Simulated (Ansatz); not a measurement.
# Calculations on CH3BFO

**1. Relaxation**

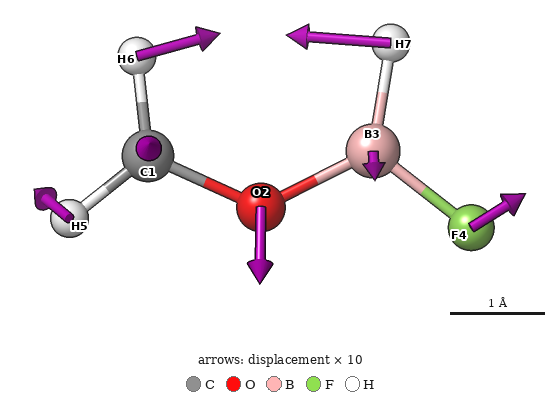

This is a relaxation of CH₃BFO (multiplicity 2). The starting structure is drawn; purple arrows show the displacements, magnified 10 times. The two geometries are superimposed by the best rigid fit.

A ball-and-stick model, seen face on.

The run prepares an end point of a later path (torsion) calculation, from a guessed geometry.

Theory: UKS PBE-D4/6-31G* in Ansatz. Set-up: collinear spin; force threshold 0.015 eV/Å; at most 40 steps.

**What did the optimiser do to the structure, and how much energy did it gain?**

H7 moves most after the best rigid fit: 0.11 Å. By element the largest moves are H 0.11 Å, O 0.09 Å, F 0.07 Å, C 0.06 Å, B 0.03 Å. Among the contacts that change: C1–O2 1.324 → 1.364 Å, B3–H7 1.175 → 1.205 Å, O2–B3 1.342 → 1.370 Å, C1–H6 1.076 → 1.093 Å. Bond angles that change, for instance: C1–O2–B3 128.3° → 122.9°, O2–B3–H7 126.4° → 122.6°, O2–B3–F4 114.7° → 116.7°. After 6 accepted moves (7 points after the start) the energy has fallen by 8.34 kJ/mol. The largest force component goes from 0.97 to 0.0068 eV/Å. The line search rejected the trial step at point 4 of the run.

**2. Relaxation**

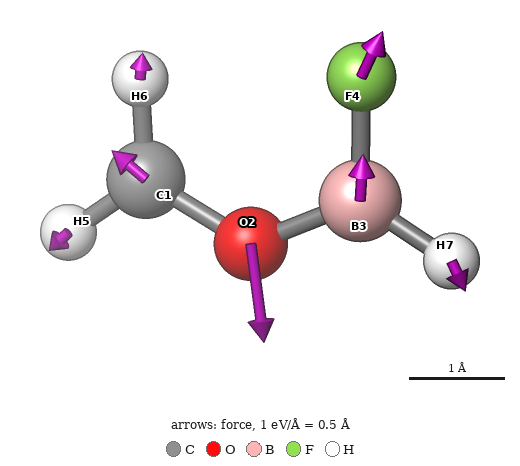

Starting geometry of CH3BFO (multiplicity 2) with the computed forces as purple arrows. The picture is a ball-and-stick view, seen at a tilt.

The run prepares an end point of a later path (torsion) calculation, from a guessed geometry.

Computed with UKS PBE-D4/6-31G* (Ansatz).

Input file:
```yaml
crystal:
  periodic: [false, false, false]
  atoms:
    - { symbol: C, position_ang: [-0.85943, 0.88779, -0.11945] }
    - { symbol: O, position_ang: [-0.38382, -0.32996, -0.32899] }
    - { symbol: B, position_ang: [0.77838, -0.85307, 0.09014] }
    - { symbol: F, position_ang: [1.53532, -0.0258, 0.80564] }
    - { symbol: H, position_ang: [-1.81692, 1.10892, -0.54996] }
    - { symbol: H, position_ang: [-0.3018, 1.60728, 0.45471] }
    - { symbol: H, position_ang: [1.1664, -1.94305, -0.11541] }
magnetization:
  spin_polarized: true
  initial_magnetization: 1
basis:
  gaussian: { orbitals: "6-31G*" }
hamiltonian:
  xc: pbe
  dispersion: d4
relax:
  f_tol: 0.015
  max_steps: 40
```

Command:
```bash
ansatz run input.yaml --threads 1 --pin off --max-ram 2048MiB --backend cpu --events-out ev --progress --plain --runs-dir out
```

### Is this structure relaxed? If not, where do the atoms go?

It isn't relaxed: the largest force vector, on O2, is 2.14 eV/Å. The final displacements follow the starting forces only in part (cosine between the two patterns 0.78). The energy falls by 13.2 kJ/mol in 5 accepted moves (6 points after the start). The largest force component goes from 1.5 to 0.012 eV/Å. The line search rejected the trial step at point 3 of the run. The largest move after the best rigid fit is that of F4, 0.073 Å. Largest moves by element: F 0.073 Å, B 0.049 Å, H 0.047 Å, O 0.045 Å, C 0.018 Å. Near-neighbour distances that change, for instance: C1–O2 1.324 → 1.364 Å, O2–B3 1.342 → 1.371 Å, B3–H7 1.175 → 1.199 Å, C1–H5 1.073 → 1.088 Å. Bond angles that change, for instance: O2–B3–H7 126.4° → 118.4°, O2–B3–F4 114.7° → 120.4°, C1–O2–B3 128.3° → 123.8°.

**3. Path**

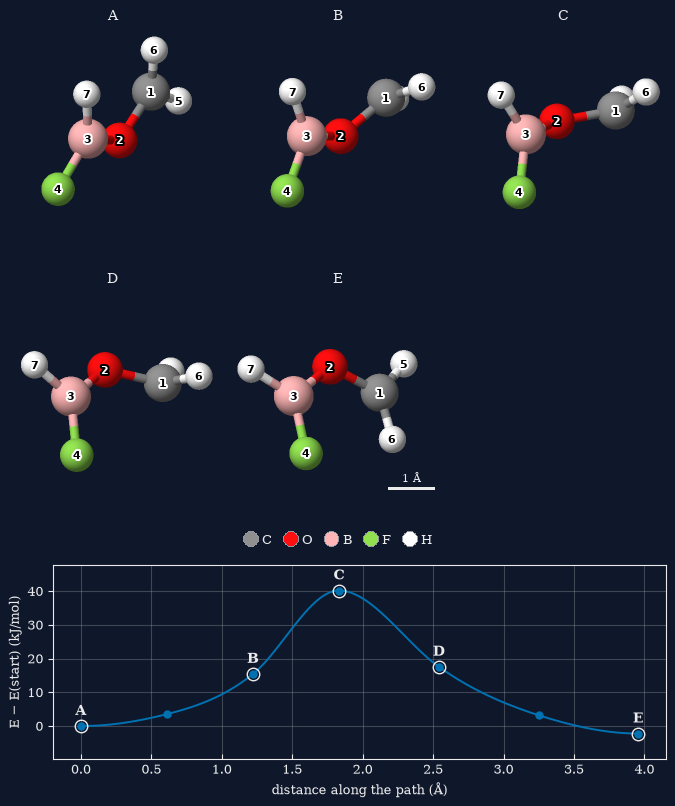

A nudged-elastic-band calculation for CH3BFO (multiplicity 2). Images are numbered from 0 (start) to 6 (end). Frames A to E are images 0, 2, 3, 4, 6. A ball-and-stick model, seen from a free direction.

Theory: UKS PBE-D4/6-31G* in Ansatz. Set-up: 5 movable images; climbing image; force threshold 0.05 eV/Å; iteration limit 60; starting path through a guess of the saddle point.

What happens along the path, and what is the barrier?

Answer. The energy climbs by 40.2 kJ/mol to image 3 and then falls by 42.4 kJ/mol, so the end point sits at −2.2 kJ/mol. The motion is a rotation about the O2–B3 bond by about 180°. No bond forms or breaks between the ends. Bond angles that change up to the highest image, for instance: C1–O2–B3 122.9° → 137.1°, H5–C1–H6 124.1° → 121.2°. The band converged in 17 iterations. The largest component of the band force went from 200 to 0.033 eV/Å. The climbing image converged on the top of the path. Its vibrational analysis gives one imaginary mode (265i cm⁻¹), as a transition state must have.
